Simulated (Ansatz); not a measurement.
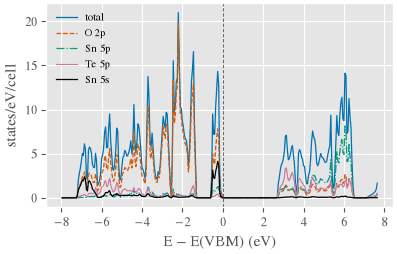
Figure. Total and projected density of states of SnTeO3 in space group R3c (No. 161; Sn on 6a, Te on 6a, O on 18b), r²SCAN (plane waves, PAW; program Ansatz)

### Question
Which orbitals carry the states next to the gap?

### Answer
Top 1 eV of the valence band: O 2p 54 %, Sn 5s 30 %, Sn 5p 9 %. Bottom 1 eV of the conduction band: Te 5p 45 %, Sn 5p 20 %, O 2p 19 %, O 2s 8 %, outside the projected shells 5 %. Projections are on Löwdin-orthogonalised atomic valence shells; empty p or d shells of many metals are not among them.

### Question
Where is the tallest occupied peak in this window, and what makes it?

### Answer
Near -2.2 eV, about 21 states/eV per cell; the largest projected share is O 2p.

The start of the workflow was typed in or built on a structure type; neither database checked (COD, Materials Project) lists it. Whether it is the stable phase at ambient conditions was not checked. The cell was relaxed with r²SCAN under the symmetry of its start; its stability against distortions is not shown here. The volume moved by 26 % from the start of the relaxation. Spin–orbit coupling is left out wherever it is not named.

Potentials: the later of the program's two PAW sets.
